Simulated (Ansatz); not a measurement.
# AsPdF5: what the fields show

```xyz
7
Lattice="3.4315 0.0000 0.0000 0.0000 3.4315 0.0000 0.0000 0.0000 6.6329" Properties=species:S:1:pos:R:3 pbc="T T T"
As    0.0000    0.0000    3.3165
Pd    1.7158    1.7158    0.0000
F     0.0000    0.0000    0.0000
F     1.7158    0.0000    4.5248
F     0.0000    1.7158    4.5248
F     1.7158    0.0000    2.1081
F     0.0000    1.7158    2.1081
```

Space group P4/mmm; a structure from a database of computed crystals, not necessarily the ambient phase; started from the SiSnPd5-123 prototype, which need not be the ambient phase.

Theory: Ansatz, DFT, r2SCAN+rVV10, plane waves, PAW.

In a PAW calculation such maps are meaningful between the atoms, not at the nuclei.

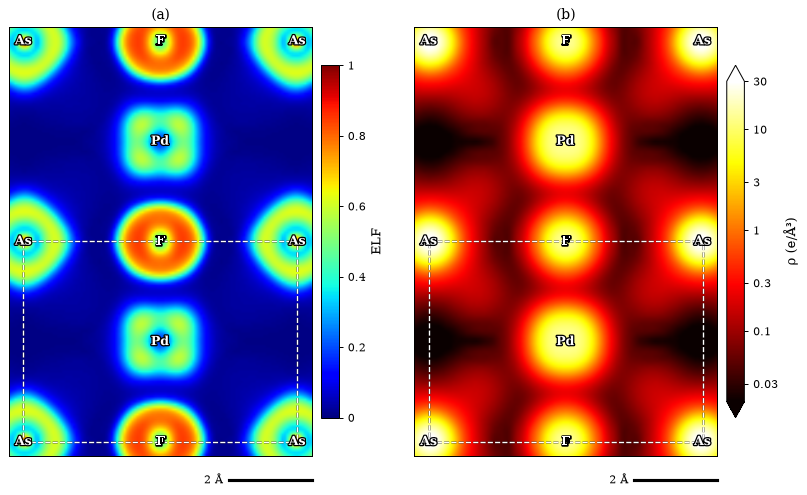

Figure 1. (a) ELF; (b) valence charge density (pseudo) on the (110) plane of the conventional cell.

Read the bonding off the picture.

Answer.
- The section cuts through As, Pd and F sites.
- Pd–F (2.43 Å): ρ at the midpoint is about 0.25 e/Å³; the ELF is about 0.05 at the midpoint (no shared electron pair shows on this line).
- Between the atoms the lowest density in this plane is 0.01 e/Å³.
- The features right at Pd lie inside the PAW spheres, where the map follows smoothed inner orbitals and isn't to be read closely.

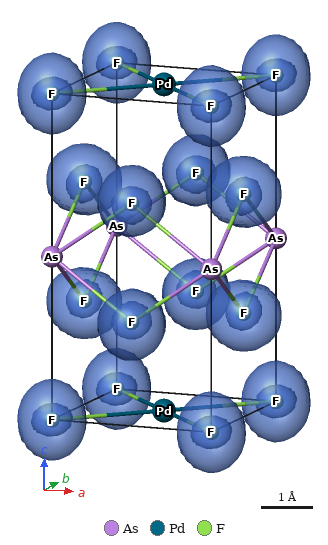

Figure 2. Isosurface of the ELF at 0.75 (blue), seen slightly off an axis. Only the valence region is drawn (cores and ρ < 0.01 e/Å³ removed). Sticks mark near contacts.

Identify the bonds, lone pairs and shells in this picture.

Answer. The ELF exceeds this value in five regions wrapped around F (the valence shell of each), counted in one cell of 7 atoms. Any copies at cell faces, edges or corners count once. Along the contacts the grid gives the following. As–F (2.10 Å): the ELF peaks at about 0.80 in the valence shell of F, 0.6 Å from its nucleus, and drops to about 0.30 between the two atoms.
